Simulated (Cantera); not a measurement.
Input: 1 mol MgCO₃, a varied amount of H₂, 2.4 mol H₂O, held at 975 K and 1.40 bar.

Method: chemical equilibrium by Gibbs-energy minimisation in Cantera with the NASA 1993 tables (ideal gas, pure condensed phases). Candidate condensed phases: C, C₆H₆, C₇H₈, C₈H₁₈, H₂O, Mg, MgCO₃, MgO, Mg(OH)₂; 116 gas species. The numbers say what is thermodynamically allowed, not how fast it happens.

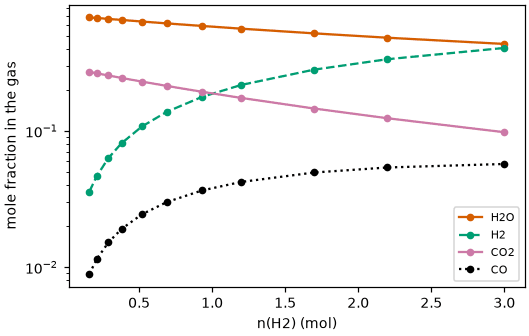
*Equilibrium gas composition (values under 1e-9 drawn at 1e-9)*

Read off the mole fractions at 1.2 mol H₂.

H₂O about 0.56, H₂ about 0.22, CO₂ about 0.18, CO about 0.042.
